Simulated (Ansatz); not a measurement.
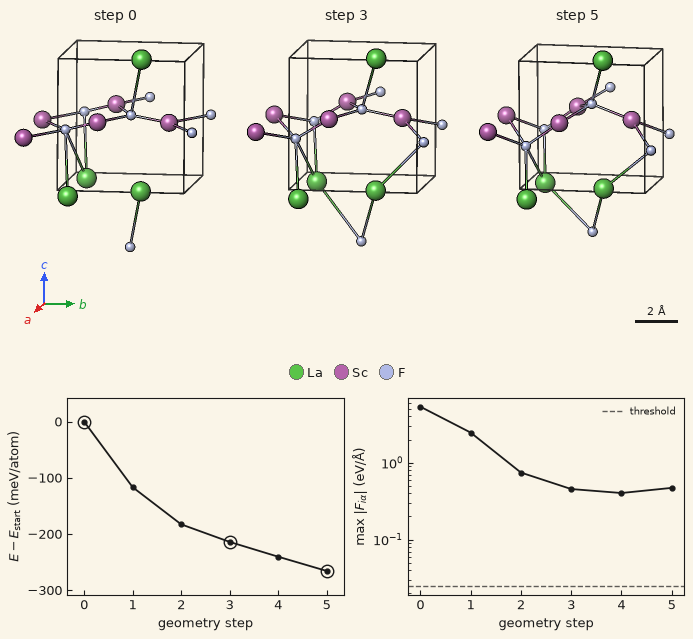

Frames of a relaxation of a crystal of LaScF (a generated structure, set up in P1) (coarse preliminary run), marked on the history of the run. Style: ball-and-stick. Shown: the cell of the calculation, slightly off an axis.

The calculation used DFT PBE, scalar-relativistic, plane waves, PAW (Ansatz 0.2.0). (plane-wave cutoff 420 eV; k-point mesh 6 × 4 × 4; occupations gaussian; smearing width 0.2 eV; no spin polarisation; cell and atoms relaxed; force threshold 0.025 eV/Å; at most 60 steps)

Question: What happens along the run?

Answer: The run was cut off at its time limit before the relaxation converged, so the last structure is only a point on the way. The energy falls by 266 meV per atom in 5 geometry steps. The largest force component goes from 5.4 to 0.47 eV/Å. Pressure: 4.92 GPa at the start and 0.20 GPa at the end. The largest move relative to the cell is that of an F atom, 0.78 Å along −c. By element the largest moves are F 0.78 Å, La 0.32 Å, Sc 0.29 Å. The volume changes by −9.2 %, with a 3.721 → 3.524 Å (−5.3 %), b 6.237 → 6.159 Å (−1.2 %), c 6.473 → 6.283 Å (−2.9 %), α 88.2° → 89.6°, β 91.6° → 90.8°, γ 90.9° → 91.7°. Some distances before and after: F–La 3.941 → 3.075 Å, La–Sc 4.295 → 3.542 Å, F–La 3.906 → 3.271 Å, F–La 3.476 → 2.866 Å. New bonds form: F–La (3.94 → 3.07 Å). Among the angles between lasting bonds that change: Sc–F–Sc 134.9° → 101.9°, Sc–F–Sc 120.8° → 99.9°, Sc–F–Sc 124.0° → 114.1°. The space group stays P1 (No. 1). Cost: 6.2 min on 1 thread of Intel(R) Xeon(R) Processor @ 2.50GHz (Skylake/Cascade Lake) (shared host), peak memory 0.55 GiB. From step 0 to 3: an F atom moves most (0.48 Å), volume −2.3 %, energy −214 meV per atom. From step 3 to 5: an F atom moves most (0.39 Å), volume −7.0 %, energy −51.7 meV per atom.

```
step  E − E(0), meV/atom  largest force component, eV/Å  pressure, GPa  volume, Å³/atom
   0                0.00                         5.3565           4.92           25.008
   1             -116.67                         2.4697           1.95           25.202
   2             -182.73                         0.7454          -0.11           25.134
   3             -214.02                         0.4548          -0.30           24.436
   4             -240.33                         0.4036          -0.12           23.610
   5             -265.68                         0.4708           0.20           22.715
```

Limits of the set-up: layers or molecules are held without a dispersion correction, so their spacing is unreliable.
